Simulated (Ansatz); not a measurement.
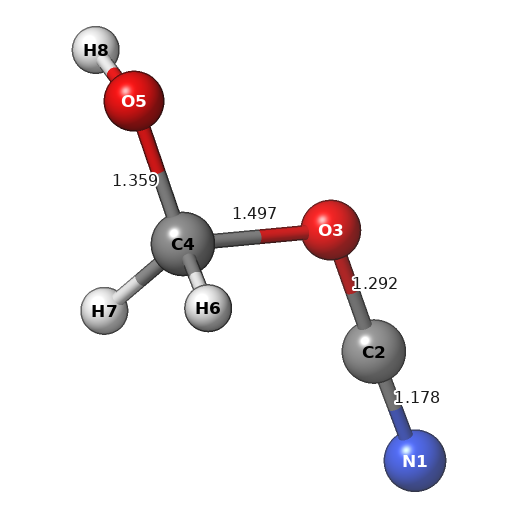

Bond lengths are marked in Å; every bond is drawn as one stick. Computed geometry: PBE-D4/def2-SVP optimisation. No frequency run is at hand to confirm it as a minimum.

Question: Assign a bond order to each marked bond.

Answer: N1–C2 triple; C2–O3 single; O3–C4 single; C4–O5 single.

Question: Give the structure as SMILES.

Answer: N#COCO
